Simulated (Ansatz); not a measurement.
```yaml
atoms:
  - { symbol: Si, position_ang: [-0.0112, -0.0200, 0.0289] }
  - { symbol: Cl, position_ang: [0.0104, 0.0179, 2.0754] }
  - { symbol: F, position_ang: [1.5157, 0.0105, -0.5106] }
  - { symbol: F, position_ang: [-0.7482, 1.3175, -0.5108] }
  - { symbol: H, position_ang: [-0.7039, -1.2199, -0.4980] }
```

Method: RKS PBE/def2-SVP in Ansatz.

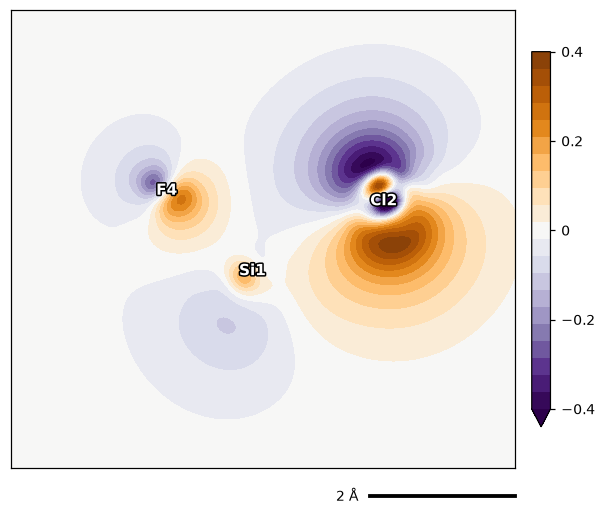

ClF2HSi. The HOMO on the plane of atoms Cl2, Si1 and F4 (values in Å⁻³ᐟ²; the overall sign is arbitrary).

What is the character of this orbital?

Answer. Its weight (Hirshfeld) is mainly on Cl2 (about 85 %); largely a lone pair of Cl2. Its energy is −8.35 eV.
